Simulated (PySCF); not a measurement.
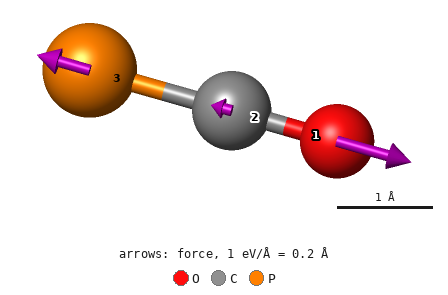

Starting geometry of CPO (charge −1) with the computed forces as purple arrows. A ball-and-stick model, seen from a free direction.

The start comes from GFN2-xTB. Its atoms were then displaced at random by about 0.01 Å.

The calculation used PySCF, PBE0-D3(BJ)/def2-SVP geometry optimisation, gas phase. 

> Is this structure relaxed? If not, where do the atoms go?

It isn't relaxed: the largest force vector, on O1, is 4.10 eV/Å. The atoms end up moving mostly along the starting forces (cosine between the two patterns 0.93). Over 4 geometry steps the energy falls by 14.5 kJ/mol. P3 moves most after the best rigid fit: 0.048 Å. Largest moves by element: P 0.048 Å, O 0.043 Å, C 0.008 Å. Some distances before and after: C2–P3 1.566 → 1.618 Å, O1–C2 1.161 → 1.200 Å.

Limits of the set-up: the basis has no diffuse functions, which an anion needs.
